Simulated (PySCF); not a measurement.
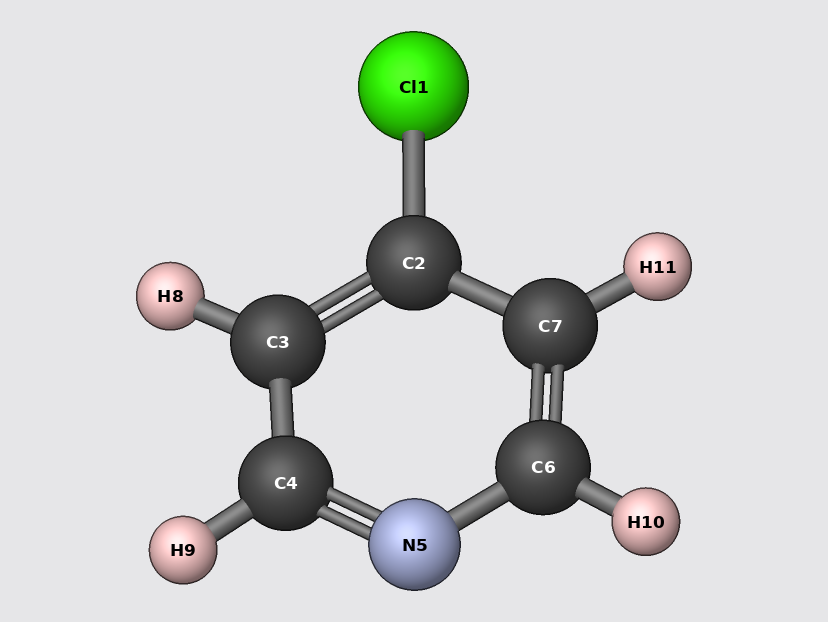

The questions are on isotropic NMR shieldings of the H atoms. The geometry was computed by an optimisation with GFN2-xTB. No frequency run is at hand to confirm it as a minimum. Properties computed with GIAO PBE0/pcSseg-1 NMR shielding, non-relativistic, gas phase (PySCF 2.14.0).

Give the isotropic NMR shieldings of the H atoms atom by atom.

| atom | σ (ppm) |
| --- | --- |
| H8 | 24.33 |
| H9 | 22.83 |
| H10 | 22.83 |
| H11 | 24.33 |
